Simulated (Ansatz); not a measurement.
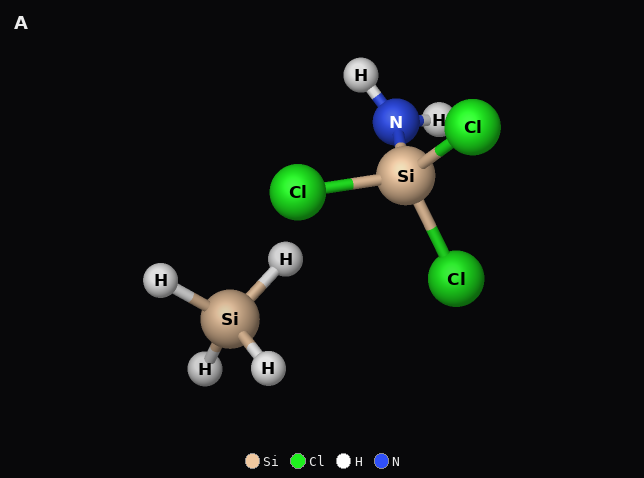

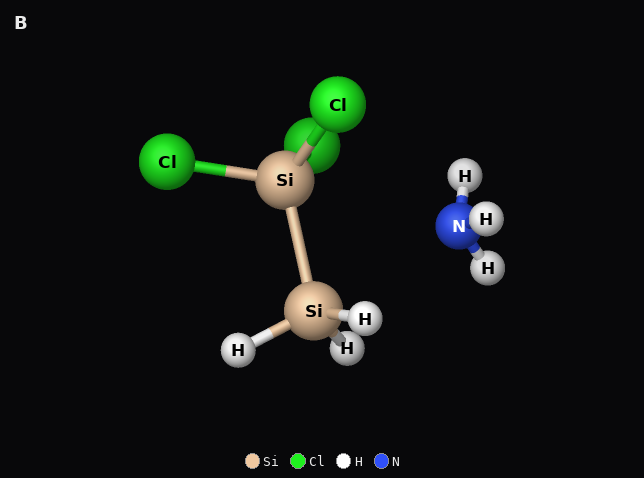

2 stationary structures of one formula. Geometries: PBE0-D4/def2-TZVP. Electronic energies: CCSD(T)/CBS (MP2 limit from def2-TZVPP and def2-QZVPP plus CCSD(T) − MP2) (Ansatz 0.2.0), without zero-point energy. Each is one conformer, not always the lowest.

> Rank them by energy, lowest first.

A is lowest (a minimum); B lies 11.6 kcal/mol above it (a saddle point of order 1).

Give E(B) − E(A) in kcal/mol at these levels too: PBE-QIDH (frozen core)/def2-TZVPP; PBE-D4/STO-3G; B3LYP-D4/6-31G; SPW92 (LDA)/def2-SVP; PBE-D4/def2-TZVPP; BHLYP-D4/def2-TZVPP; direct RPA on PBE orbitals (frozen core)/def2-TZVPP; CAM-B3LYP-D4/def2-TZVPP.

| level | E(B) − E(A) (kcal/mol) |
| --- | --- |
| PBE-QIDH (frozen core)/def2-TZVPP | +11.2 |
| PBE-D4/STO-3G | +0.6 |
| B3LYP-D4/6-31G | −3.3 |
| SPW92 (LDA)/def2-SVP | +5.2 |
| PBE-D4/def2-TZVPP | +6.3 |
| BHLYP-D4/def2-TZVPP | +12.6 |
| direct RPA on PBE orbitals (frozen core)/def2-TZVPP | +12.3 |
| CAM-B3LYP-D4/def2-TZVPP | +12.9 |
